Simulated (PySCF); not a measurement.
# C2H10BNSi2: the cost of one run

Programs: PySCF 2.14.0, with density-fitted response routines of our own. Each step states its level of theory. These are calculated values for one molecule in the gas phase, unless marked as measured. Atoms are numbered from 0 throughout.

### 1 Starting geometry

16 atoms, charge 0, multiplicity 1; geometry from: GFN2-xTB.

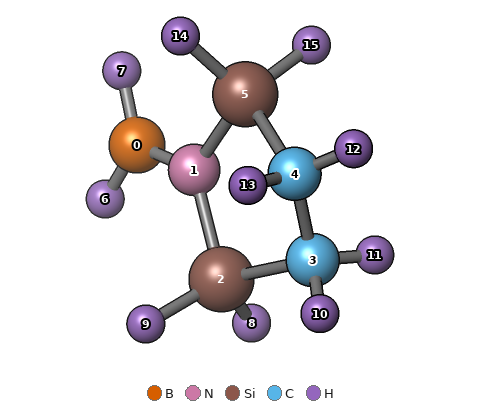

As it starts; boron orange, nitrogen pink, silicon brown, carbon blue, hydrogen purple, atoms numbered; sticks join atoms by distance.

### 2 TDDFT and polarisability: PBE0/def2-SVPD

Job settings and geometry (Å):

```
{"job": {"kind": "uv", "xc": "PBE0", "basis": "def2-SVPD", "nstates": 8, "ntriplets": 3}, "charge": 0, "multiplicity": 1}
B      2.441749     0.340122    -0.329092
N      1.066154     0.147489    -0.145251
Si     0.345220    -1.432519     0.138467
C     -1.418769    -0.874282     0.577270
C     -1.700720     0.442796    -0.154194
Si    -0.098110     1.466624    -0.175961
H      3.161016    -0.585339    -0.296139
H      2.850261     1.423485    -0.514555
H      1.018327    -2.114265     1.246145
H      0.401342    -2.224645    -1.096637
H     -2.171356    -1.624919     0.335805
H     -1.487452    -0.705799     1.653504
H     -2.535422     0.973045     0.304410
H     -2.003182     0.224769    -1.180065
H      0.054385     2.256791    -1.399702
H      0.068959     2.295592     1.024585
```

Level: TDDFT PBE0/def2-SVPD, vertical, gas phase, core orbitals frozen in the response.

Started as:

```
$ OMP_NUM_THREADS=1 python probes_run.py task.json out
```

The driver reads the jobs from task.json and runs them one after another.

**Question.** How long does this job take on 1 thread of Arm Neoverse V1, shared host, and how much memory does it need?

About 38 s, with a peak of 0.83 GiB.
